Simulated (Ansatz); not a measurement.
Input file:

```
crystal:
  periodic: [false, false, false]
  atoms:
    - { symbol: In, position_ang: [0.0, 0.0, 0.0] }
    - { symbol: O, position_ang: [0.0, 0.0, 2.34] }
    - { symbol: H, position_ang: [-0.9095, -0.2814, 2.6771] }
    - { symbol: Cl, position_ang: [2.113, 0.0, -1.22] }
    - { symbol: Cl, position_ang: [-2.113, 0.0, -1.22] }
    - { symbol: Br, position_ang: [0.6228, 2.7001, 0.9207] }
    - { symbol: H, position_ang: [0.2986, 1.2948, 2.1635] }
basis:
  gaussian: { orbitals: def2-SVP }
hamiltonian:
  xc: r2scan
relax:
  f_tol: 0.15
  max_steps: 25
  restrain:
    - { distance: [0, 5], at: 2.62, k: 30.0 }
    - { distance: [6, 1], at: 1.01, k: 30.0 }
    - { distance: [0, 1], at: 3.19, k: 30.0 }
    - { distance: [6, 5], at: 2.75, k: 30.0 }
output:
  orbitals: {}
```

Command:

```sh
ansatz run input.yaml --threads 4 --pin off --max-ram 5120MiB --backend cpu --events-out ev --progress --plain --runs-dir out
```

The fields are those of the run's last geometry, not of the input's.

Core potentials replace the inner electrons of In; not at a stationary point (largest force 1.3 eV/Å).

The calculation used RKS r2SCAN/def2-SVP (Ansatz).

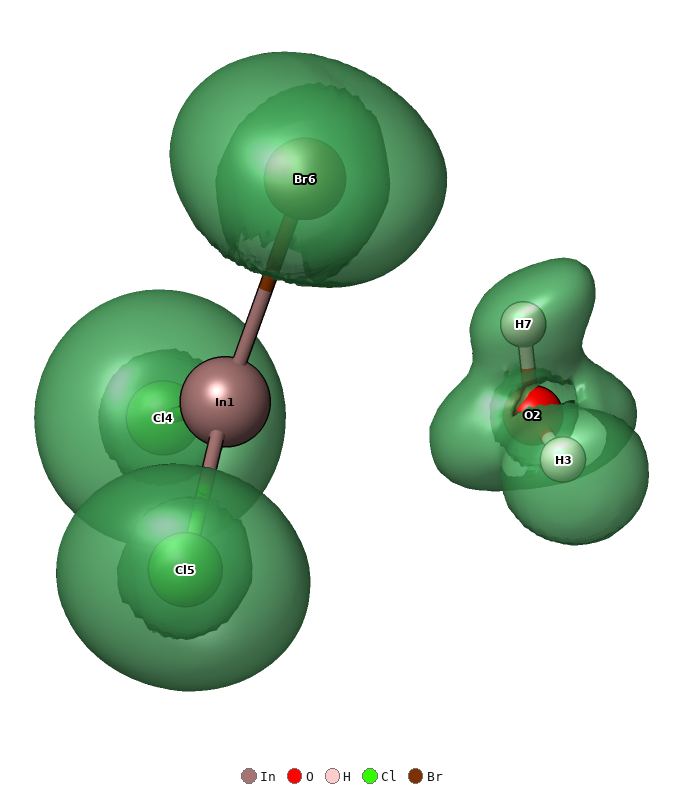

BrCl$_{2}$In···H$_{2}$O. Isosurface of the ELF at 0.75 (green), seen at a tilt. Only the valence region is drawn (cores and ρ < 0.01 e/Å³ removed).

**What do the ELF domains correspond to?**

The surface consists of one region wrapped around Br (its valence shell), two regions wrapped around Cl (the valence shell of each) and one joined region spread over several atoms (H, O), in which their bonds and any lone pairs are merged. Profiles from the grid: In1···O2 (3.17 Å): the ELF dips to about 0.05 between them. In–Cl (2.32 Å): the ELF peaks at about 0.80 in the valence shell of Cl, 0.8 Å from its nucleus, and drops to about 0.15 between the two atoms.
